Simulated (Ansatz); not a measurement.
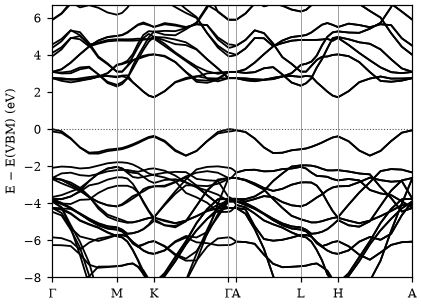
Band structure from plane-wave PAW PBE+D3(BJ) (Ansatz code)

### Question
Read off the gap and where the band edges lie.

### Answer
About 1.7 eV (1.72 eV by a search for the band edges); maximum at Γ, minimum at H.

### Question
Which of these materials gives this?
A) Te2Mo, P6_3/mmc (Te on 4f, Mo on 2c)
B) BN, P6_3/mmc (B on 2b, N on 2d)
C) MoS2, P6_3/mmc (Mo on 2b, S on 4f)
D) Si2MoN4, P6_3/mmc (Mo on 2c, N on 4f, Si on 4f, N on 4e)

### Answer
D, Si2MoN4, P6_3/mmc (Mo on 2c, N on 4f, Si on 4f, N on 4e)

The start of the workflow was typed in or built on a structure type; neither database checked (COD, Materials Project) lists it. Whether it is the stable phase at ambient conditions was not checked. Symmetry was held in the PBE+D3(BJ) relaxation; whether a distortion lowers the energy is not shown. The workflow began spin-polarised and lost its moments. Scalar-relativistic: spin–orbit coupling is off unless named, which matters more the heavier the elements.

Potentials: the earlier of the program's two PAW sets.
